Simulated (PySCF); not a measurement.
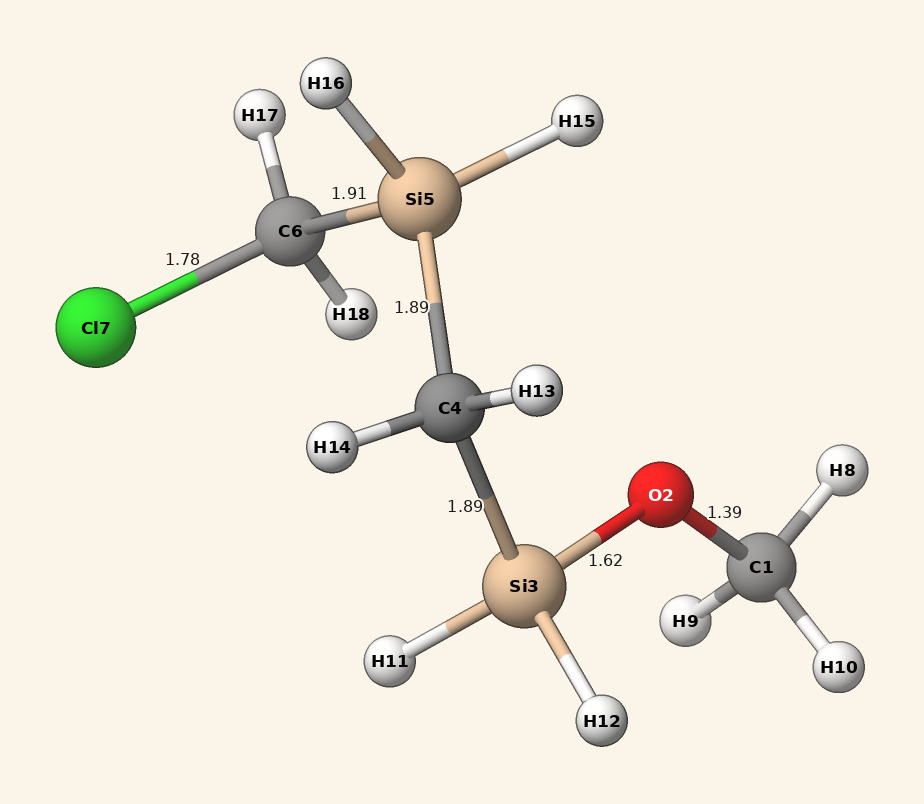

Bond lengths are marked in Å; every bond is drawn as one stick. The computed structure is the end point of a GFN2-xTB optimisation. No frequency run is at hand to confirm it as a minimum.

Which of the marked bonds are single, double, triple or aromatic?

C1–O2 single; O2–Si3 single; Si3–C4 single; C4–Si5 single; Si5–C6 single; C6–Cl7 single.

Give the structure as SMILES.

CO[SiH2]C[SiH2]CCl
